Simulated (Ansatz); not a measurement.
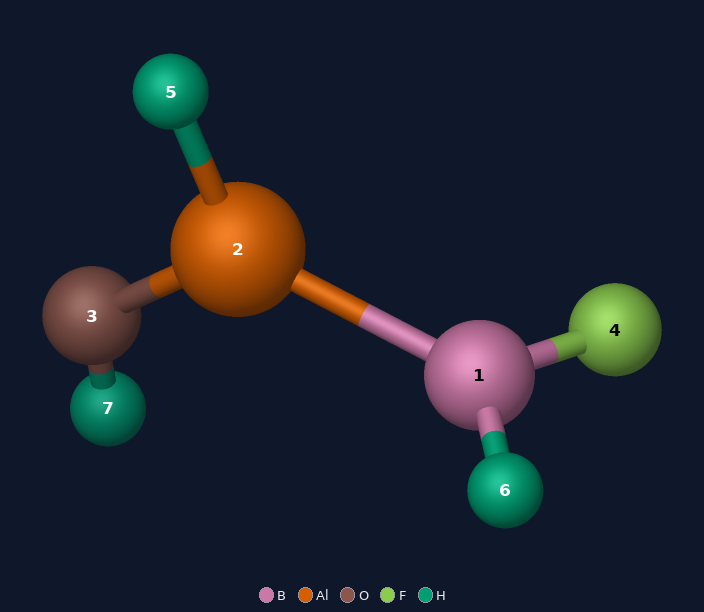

The atoms are numbered. The computed structure is the end point of a PBE-D4/def2-SVP optimisation. No frequency run is at hand to confirm it as a minimum.

Which atoms are bonded, and how long are the bonds?

```tsv
bond	length (Å)
B1–Al2	2.172
B1–F4	1.339
B1–H6	1.231
Al2–O3	1.729
Al2–H5	1.601
O3–H7	0.970
```
